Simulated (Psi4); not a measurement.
**PBE/6-31G(d) (spherical functions) run of Si2H4F2 (SMILES F[SiH2][SiH2]F)**

What is the energy change on altering one bond length of Si2H4F2 at PBE/6-31G* (spherical functions)? 

Program for the calculation: Psi4 1.11.

## 1. The structure to begin with

The species is Si2H4F2 (8 atoms), meant as a singlet with charge 0. As SMILES, `F[SiH2][SiH2]F`. The shape is that of a PBE0-D4/def2-TZVP optimisation. This is one conformer, not always the lowest.

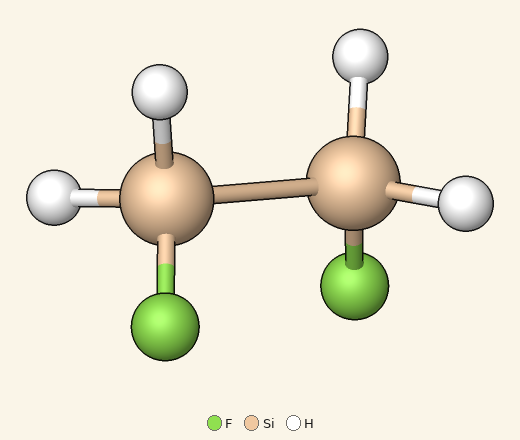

The structure, seen from a chosen angle (fluorine green, silicon light orange, hydrogen white).

## 2. Energy and forces at PBE/6-31G(d) (spherical functions)

f2h4si2.py reads:

```python
import psi4

psi4.set_memory('2200 MB')
psi4.set_num_threads(1)
psi4.core.set_output_file('output.dat', False)

m = psi4.geometry("""
0 1
F     -3.65624211     2.27863176    -0.51872982
Si    -0.67614401     2.13180004     0.02343260
Si     0.67765579    -2.09684011     0.08333692
F      0.53101304    -3.29190291    -2.70004069
H      0.64269585     3.61731375    -1.95964599
H     -0.18859467     3.29511544     2.53525657
H      3.35388593    -2.19964121     0.93617032
H     -0.90158833    -3.66965916     1.78919269
units bohr
symmetry c1
""")

psi4.set_options({
    'basis': '6-31G*',
    'puream': True,
    'e_convergence': 1e-09,
    'd_convergence': 1e-08,
    'scf_type': 'pk',
    'dft_radial_points': 99,
    'dft_spherical_points': 590,
})

e, wfn = psi4.gradient("pbe", return_wfn=True)
psi4.oeprop(wfn, "WIBERG_LOWDIN_INDICES", "MULLIKEN_CHARGES", "DIPOLE")
print('gradient / Eh bohr^-1')
print(e.np.round(6))
print(f'energy = {wfn.energy():.10f} Eh')
```

Launch:

```console
$ python f2h4si2.py
```

output.dat (excerpt; [...] marks lines left out):

```text
[...]
  Running in c1 symmetry.
[...]
  Nuclear repulsion =  221.605032025805230
[...]
  Multiplicity = 1
[...]
  Nalpha       = 25
  Nbeta        = 25
[...]
    Number of basis functions: 72
[...]
   @RKS iter   1:  -780.51788073272792   -3.95996e-01   6.92259e-03 ADIIS/DIIS
[...]
   @RKS iter  11:  -780.62070669599132   -5.11591e-12   1.19763e-09 DIIS
[...]
    Orbital Energies [Eh]
    ---------------------
    Doubly Occupied:
       1A    -65.439239     2A    -65.439215     3A    -24.258521
       4A    -24.258503     5A     -5.085355     6A     -5.085347
       7A     -3.498524     8A     -3.498471     9A     -3.494911
      10A     -3.494769    11A     -3.494745    12A     -3.494436
      13A     -1.075609    14A     -1.075013    15A     -0.522641
      16A     -0.477701    17A     -0.400379    18A     -0.392535
      19A     -0.383161    20A     -0.379900    21A     -0.375881
      22A     -0.353361    23A     -0.302858    24A     -0.300135
      25A     -0.254188
[...]
  @RKS Final Energy:  -780.62070669599132
   => Energetics <=
    Nuclear Repulsion Energy =            221.6050320258052295
    One-Electron Energy =               -1525.4360062203418238
    Two-Electron Energy =                 587.0662137817395205
    DFT Exchange-Correlation Energy =     -63.8559462831942781
    Empirical Dispersion Energy =           0.0000000000000000
    VV10 Nonlocal Energy =                  0.0000000000000000
    Total Energy =                       -780.6207066959913163
[...]
  -Total Gradient:
     Atom            X                  Y                   Z
    ------   -----------------  -----------------  -----------------
       1        0.020355383403    -0.001031135520     0.003613230550
       2       -0.012598848602     0.005880818730    -0.002642151331
       3        0.000602114545    -0.009901542082    -0.010053536693
       4        0.000910886795     0.008148701698     0.018981839317
       5       -0.004212381360    -0.002984943640     0.003719533580
       6       -0.002534776776    -0.002400300760    -0.005433862135
       7       -0.005598855989    -0.000326823659    -0.003216490986
       8        0.003110906532     0.002626814280    -0.004931843837
[...]
 Multipole Moments:
 ------------------------------------------------------------------------------------
     Multipole            Electronic (a.u.)      Nuclear  (a.u.)        Total (a.u.)
 ------------------------------------------------------------------------------------
 L = 1.  Multiply by 2.5417464519 to convert [e a0] to [Debye]
 Dipole X            :         -3.1524250            3.5828033            0.4303783
 Dipole Y            :         -1.0567147            1.2010570            0.1443423
 Dipole Z            :         -3.3524287            3.8103377            0.4579090
 Magnitude           :                                                    0.6447797
[...]
  Mulliken Charges: (a.u.)
   Center  Symbol    Alpha    Beta     Spin     Total
       1     F     4.67503  4.67503  0.00000 -0.35006
       2    SI     6.76352  6.76352  0.00000  0.47295
       3    SI     6.76353  6.76353  0.00000  0.47293
       4     F     4.67504  4.67504  0.00000 -0.35007
       5     H     0.52708  0.52708  0.00000 -0.05416
       6     H     0.53436  0.53436  0.00000 -0.06873
       7     H     0.53436  0.53436  0.00000 -0.06872
       8     H     0.52707  0.52707  0.00000 -0.05414
   Total alpha = 25.00000, Total beta = 25.00000, Total charge = -0.00000
[...]
```

On the terminal:

```text
gradient / Eh bohr^-1
[[ 0.020355 -0.001031  0.003613]
 [-0.012599  0.005881 -0.002642]
 [ 0.000602 -0.009902 -0.010054]
 [ 0.000911  0.008149  0.018982]
 [-0.004212 -0.002985  0.00372 ]
 [-0.002535 -0.0024   -0.005434]
 [-0.005599 -0.000327 -0.003216]
 [ 0.003111  0.002627 -0.004932]]
energy = -780.6207066960 Eh
```

Wall time 17 s (1 thread of AMD EPYC 7B13 (Zen 3), shared host); peak memory 0.98 GiB.

## 3. The distorted shape at the same level

job.in reads:

```
memory 2.2 GB

molecule {
  0 1
  F
  Si 1 R2
  Si 2 R3 1 A3
  F 3 R4 2 A4 1 D4
  H 2 R5 1 A5 3 D5
  H 2 R6 5 A6 1 D6
  H 3 R7 4 A7 2 D7
  H 3 R8 7 A8 4 D8

  R2 = 1.604767
  R3 = 2.349795
  A3 = 110.37254
  R4 = 1.604801
  A4 = 110.37389
  D4 = 69.08474
  R5 = 1.485348
  A5 = 108.04679
  D5 = 122.43957
  R6 = 1.48738
  A6 = 109.31878
  D6 = -117.38206
  R7 = 1.487365
  A7 = 108.06599
  D7 = -119.37581
  R8 = 1.708
  A8 = 109.31945
  D8 = 117.36462
  symmetry c1
  no_reorient
  no_com
}

set {
  basis 6-31G*
  reference rks
  puream true
  e_convergence 1e-09
  d_convergence 1e-08
  scf_type pk
  dft_radial_points 99
  dft_spherical_points 590
}

result, w = gradient("pbe", return_wfn=True)
oeprop(w, "MAYER_INDICES", "WIBERG_LOWDIN_INDICES", "DIPOLE", title="PBE")
```

Launch:

```console
$ psi4 -i job.in -o job.out -n 1
```

job.out (excerpt; [...] marks lines left out):

```text
[...]
  Running in c1 symmetry.
[...]
  Nuclear repulsion =  220.650980286012015
[...]
  Multiplicity = 1
[...]
  Nalpha       = 25
  Nbeta        = 25
[...]
    Number of basis functions: 72
[...]
   @RKS iter   1:  -780.50827360013511   -4.31094e-01   6.93820e-03 ADIIS/DIIS
[...]
   @RKS iter  11:  -780.61103349815005   -1.43245e-11   9.49154e-09 DIIS
[...]
  @RKS Final Energy:  -780.61103349815005
   => Energetics <=
    Nuclear Repulsion Energy =            220.6509802860120146
    One-Electron Energy =               -1523.3654092017904986
    Two-Electron Energy =                 585.9096279441239403
    DFT Exchange-Correlation Energy =     -63.8062325264956200
    Empirical Dispersion Energy =           0.0000000000000000
    VV10 Nonlocal Energy =                  0.0000000000000000
    Total Energy =                       -780.6110334981500500
[...]
  -Total Gradient:
     Atom            X                  Y                   Z
    ------   -----------------  -----------------  -----------------
       1       -0.000088480495     0.000003835060     0.019933895635
       2        0.001539653356     0.004949840844    -0.011449244836
       3        0.043222776967     0.015171774896     0.019280952935
       4       -0.016521428346     0.009130512646     0.003730350499
       5       -0.004715693584    -0.002544731998    -0.003488190852
       6        0.004606944598    -0.002379141444    -0.003519713609
       7        0.002529242700     0.000305092819    -0.005730703217
       8       -0.030600310689    -0.024627564593    -0.018718607979
[...]
 Multipole Moments:
 ------------------------------------------------------------------------------------
     Multipole            Electronic (a.u.)      Nuclear  (a.u.)        Total (a.u.)
 ------------------------------------------------------------------------------------
 L = 1.  Multiply by 2.5417464519 to convert [e a0] to [Debye]
 Dipole X            :          2.9282059           -3.1906186           -0.2624127
 Dipole Y            :         -1.1406526            1.4264470            0.2857944
 Dipole Z            :         -3.5087405            4.0585860            0.5498455
 Magnitude           :                                                    0.6729554
[...]
```

It took 17 s on 1 thread of AMD EPYC 7B13 (Zen 3), shared host; peak memory 0.99 GiB.

## 4. Outcome

At PBE/6-31G* (spherical functions):

| quantity | value |
| --- | --- |
| first shape: total energy | -780.62071 Eh |
| first shape: dipole moment | 1.64 D |
| first shape: HOMO energy | -6.92 eV |
| first shape: LUMO energy | -1.41 eV |
| first shape: HOMO–LUMO gap | 5.51 eV |
| first shape: largest force on an atom | 1.064 eV/Å |
| distorted shape: total energy | -780.61103 Eh |
| distorted shape: dipole moment | 1.71 D |
| distorted shape: HOMO energy | -6.96 eV |
| distorted shape: LUMO energy | -1.48 eV |
| distorted shape: HOMO–LUMO gap | 5.48 eV |
| distorted shape: largest force on an atom | 2.556 eV/Å |
| energy change with the Si3–H8 bond stretched from 1.485 to 1.708 Å | 0.263 eV |

In words: With the Si3–H8 bond stretched from 1.485 to 1.708 Å the energy rises by 0.26 eV (6.1 kcal/mol). The first shape isn't relaxed at this level, so the change isn't measured from a minimum. The largest force (first shape) is 1.06 eV/Å: the shape isn't a stationary point for this species at this level. Mulliken charges (first shape) run from -0.35 on F4 to +0.47 on Si2.
